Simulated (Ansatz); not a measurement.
# CH2ClF (chlorofluoromethane) at BCCD(T)/aug-cc-pVDZ

Aim: the vertical ionisation energy of CH2ClF (chlorofluoromethane) at BCCD(T)/aug-cc-pVDZ, from 2 runs. 

The calculation is run with Ansatz 0.2.0.

68 further runs of the same task are left out: 68 set aside as unsound or not needed.

### Step 1. The molecule

CH2ClF: 5 atoms, total charge 0, spin state singlet. SMILES: `FCCl`. The coordinates come from a PBE0-D4/def2-TZVP relaxation.

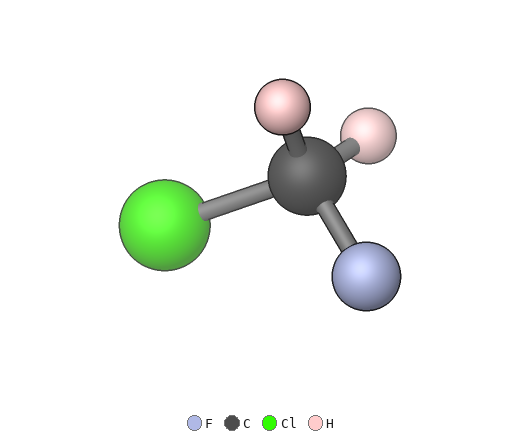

Viewed from a chosen angle; fluorine light blue, carbon dark grey, chlorine green, hydrogen pink.

### Step 2. A single-point energy at BCCD(T)/aug-cc-pVDZ

Contents of job.yaml:

```yaml
crystal:
  periodic: [false, false, false]
  atoms:
    - {symbol: F, position_ang: [-0.970450, 0.560520, 0.766500]}
    - {symbol: C, position_ang: [0.083560, 0.089320, 0.058070]}
    - {symbol: Cl, position_ang: [-0.422970, -1.232890, -0.998060]}
    - {symbol: H, position_ang: [0.832130, -0.302600, 0.745580]}
    - {symbol: H, position_ang: [0.477720, 0.885670, -0.572080]}
basis:
  gaussian: {orbitals: aug-cc-pVDZ}
correlation: {method: bccd_t, frozen_orbitals: {C: 1, Cl: 5, F: 1, H: 0}}
accuracy: high
scf: {omitted_lower_state_checks: [cluster_reference, increment]}
```

The run is started by

```sh
$ ansatz run job.yaml --threads 1 --pin off --max-ram 3480MiB --events-out events.jsonl --progress --plain --runs-dir runs
```

Output:

```text
Warning: RAYON_NUM_THREADS=1 ignored (pool sized by the plan → 1); use --threads N
Functional definition: HF
  name "HF"
  exchange = exact_x
  correlation = 0
these checks for a lower state are left out or cut short: cluster_reference, increment
1830 factors; integrals over basis functions are off by at most 4.1e-9 eV
mean field evaluation 1: about -16270.7738 eV, gradient 2.2e1 eV
mean field evaluation 2: about -16270.8118 eV, gradient 2.2e1 eV
mean field evaluation 4: about -16271.9202 eV, gradient 2.4e0 eV
mean field evaluation 8: about -16271.9426 eV, gradient 1.6e-1 eV
mean field -16271.94274655 eV, -597.9828664166 hartree, gradient 1.4e-8 eV, S^2 0.000000; 0 other end points of the search recorded, 0 dependent functions left out
7 core orbitals not correlated: weight in the atoms' cores, before any rotation towards them, 1.000 or more for the frozen orbitals, at most 0.000 for the correlated occupied ones
reference -16271.94274655 eV, -597.9828664166 hartree; 10, 10 occupied and 74, 74 virtual orbitals, 1830 factors
second order -13.54195307 eV of doubles, -0.00000000 eV of singles
cycle   1  -13.86257244 eV  change   -3.2e-1 eV  update   8.1e-2
cycle   2  -14.14450239 eV  change   -2.8e-1 eV  update   2.7e-2
cycle   3  -14.22399960 eV  change   -7.9e-2 eV  update   1.3e-2
cycle   4  -14.21990816 eV  change    4.1e-3 eV  update   2.8e-3
cycle   5  -14.21762720 eV  change    2.3e-3 eV  update   9.6e-4
cycle   6  -14.21763160 eV  change   -4.4e-6 eV  update   3.5e-4
cycle   7  -14.21753477 eV  change    9.7e-5 eV  update   1.4e-4
cycle   8  -14.21746297 eV  change    7.2e-5 eV  update   3.8e-5
cycle   9  -14.21745906 eV  change    3.9e-6 eV  update   1.5e-5
cycle  10  -14.21746028 eV  change   -1.2e-6 eV  update   5.1e-6
cycle  11  -14.21745780 eV  change    2.5e-6 eV  update   1.8e-6
cycle  12  -14.21745899 eV  change   -1.2e-6 eV  update   7.4e-7
cycle  13  -14.21745913 eV  change   -1.5e-7 eV  update   2.9e-7
cycle  14  -14.21745938 eV  change   -2.4e-7 eV  update   1.2e-7
cycle  15  -14.21745946 eV  change   -8.5e-8 eV  update   5.2e-8
cycle  16  -14.21745943 eV  change    3.6e-8 eV  update   2.7e-8
cycle  17  -14.21745948 eV  change   -5.8e-8 eV  update   9.9e-8
cycle  18  -14.21745949 eV  change   -5.2e-9 eV  update   2.0e-8
cycle  19  -14.21745949 eV  change   -1.2e-9 eV  update   5.1e-9
cycle  20  -14.21745949 eV  change  -6.3e-10 eV  update   1.8e-9
perturbative correction -0.43739669 eV, -0.0160740320 hartree
Total energy: -16286.59760273 eV, -598.5214224480 hartree
Checks for a lower state left out: cluster_reference, increment
```

Run time: 11 s. Hardware: 1 thread of Arm Neoverse V2, shared host; peak memory 0.62 GiB.

### Step 3. The doublet cation

Contents of run.yaml:

```yaml
crystal:
  periodic: [false, false, false]
  atoms:
    - {symbol: F, position_ang: [-0.970450, 0.560520, 0.766500]}
    - {symbol: C, position_ang: [0.083560, 0.089320, 0.058070]}
    - {symbol: Cl, position_ang: [-0.422970, -1.232890, -0.998060]}
    - {symbol: H, position_ang: [0.832130, -0.302600, 0.745580]}
    - {symbol: H, position_ang: [0.477720, 0.885670, -0.572080]}
basis:
  gaussian: {orbitals: aug-cc-pVDZ}
total_charge: 1
magnetization: {spin_polarized: true, initial_magnetization: 1}
correlation: {method: bccd_t, frozen_orbitals: {C: 1, Cl: 5, F: 1, H: 0}}
accuracy: high
scf: {omitted_lower_state_checks: [cluster_reference, increment]}
```

The run is started by

```sh
$ ansatz run run.yaml --threads 1 --pin off --max-ram 3480MiB --events-out events.jsonl --progress --plain --runs-dir runs
```

Output:

```text
Warning: RAYON_NUM_THREADS=1 ignored (pool sized by the plan → 1); use --threads N
[... 4 set-up lines as earlier in the session ...]
these checks for a lower state are left out or cut short: cluster_reference, increment
1830 factors; integrals over basis functions are off by at most 4.1e-9 eV
mean field evaluation 1: about -16256.7824 eV, gradient 3.1e1 eV
mean field evaluation 2: about -16256.8220 eV, gradient 3.1e1 eV
mean field evaluation 4: about -16260.7605 eV, gradient 3.2e0 eV
mean field evaluation 8: about -16261.0626 eV, gradient 3.0e-1 eV
mean field evaluation 16: about -16259.7564 eV, gradient 9.5e0 eV
mean field evaluation 32: about -16260.9034 eV, gradient 1.8e0 eV
mean field evaluation 64: about -16260.7825 eV, gradient 1.3e-6 eV
mean field -16261.06477941 eV, -597.5831084977 hartree, gradient 5.7e-8 eV, S^2 0.759845; 6 other end points of the search recorded, 0 dependent functions left out
7 core orbitals not correlated: weight in the atoms' cores, before any rotation towards them, 1.000 or more for the frozen orbitals, at most 0.000 for the correlated occupied ones
reference -16261.06477941 eV, -597.5831084977 hartree; 10, 9 occupied and 74, 75 virtual orbitals, 1830 factors
second order -12.58950412 eV of doubles, -0.00000000 eV of singles
cycle   1  -13.02147626 eV  change   -4.3e-1 eV  update   9.2e-2
cycle   2  -13.34579731 eV  change   -3.2e-1 eV  update   3.5e-2
cycle   3  -13.45241555 eV  change   -1.1e-1 eV  update   2.6e-2
cycle   4  -13.45373902 eV  change   -1.3e-3 eV  update   1.4e-2
cycle   5  -13.44559261 eV  change    8.1e-3 eV  update   1.1e-2
cycle   6  -13.44200781 eV  change    3.6e-3 eV  update   5.1e-3
cycle   7  -13.43954166 eV  change    2.5e-3 eV  update   3.5e-3
cycle   8  -13.43790455 eV  change    1.6e-3 eV  update   1.4e-3
cycle   9  -13.43880463 eV  change   -9.0e-4 eV  update   6.4e-4
cycle  10  -13.43867744 eV  change    1.3e-4 eV  update   2.6e-4
cycle  11  -13.43847613 eV  change    2.0e-4 eV  update   1.2e-4
cycle  12  -13.43852764 eV  change   -5.2e-5 eV  update   4.3e-5
cycle  13  -13.43854477 eV  change   -1.7e-5 eV  update   1.6e-5
cycle  14  -13.43854095 eV  change    3.8e-6 eV  update   5.9e-6
cycle  15  -13.43854244 eV  change   -1.5e-6 eV  update   1.8e-6
cycle  16  -13.43854292 eV  change   -4.7e-7 eV  update   7.0e-7
cycle  17  -13.43854272 eV  change    1.9e-7 eV  update   3.4e-7
cycle  18  -13.43854248 eV  change    2.4e-7 eV  update   1.1e-7
cycle  19  -13.43854248 eV  change  -4.4e-10 eV  update   4.6e-8
cycle  20  -13.43854249 eV  change   -6.6e-9 eV  update   2.5e-8
cycle  21  -13.43854249 eV  change   -3.4e-9 eV  update   8.0e-8
cycle  22  -13.43854248 eV  change    1.3e-8 eV  update   2.3e-8
cycle  23  -13.43854248 eV  change    4.2e-9 eV  update   8.6e-9
cycle  24  -13.43854247 eV  change    2.7e-9 eV  update   4.7e-9
cycle  25  -13.43854248 eV  change  -2.5e-10 eV  update   2.1e-9
cycle  26  -13.43854247 eV  change   8.1e-10 eV  update  7.1e-10
perturbative correction -0.45612774 eV, -0.0167623851 hartree
Total energy: -16274.95944962 eV, -598.0937282098 hartree
Checks for a lower state left out: cluster_reference, increment
```

Wall time 34 s (1 thread of Arm Neoverse V2, shared host); peak memory 1.1 GiB.

### Step 4. Results

At BCCD(T)/aug-cc-pVDZ, 7 core orbitals frozen:

| quantity | value |
| --- | --- |
| singlet CH2ClF: total energy | -598.52142 Eh |
| singlet CH2ClF: correlation energy (7 core orbitals frozen) | -538.6 mEh |
| singlet CH2ClF: (T) correction | -16.07 mEh |
| doublet cation: total energy | -598.09373 Eh |
| doublet cation: correlation energy (7 core orbitals frozen) | -510.6 mEh |
| doublet cation: (T) correction | -16.76 mEh |
| doublet cation: ⟨S²⟩ of the reference determinant | 0.760 |
| vertical ionisation energy (to the doublet cation) | 11.638 eV |

The vertical ionisation energy comes to 11.64 eV (1123 kJ/mol). The triples (singlet CH2ClF) make up 3.0 % of the correlation energy. The triples (doublet cation) make up 3.3 % of the correlation energy.
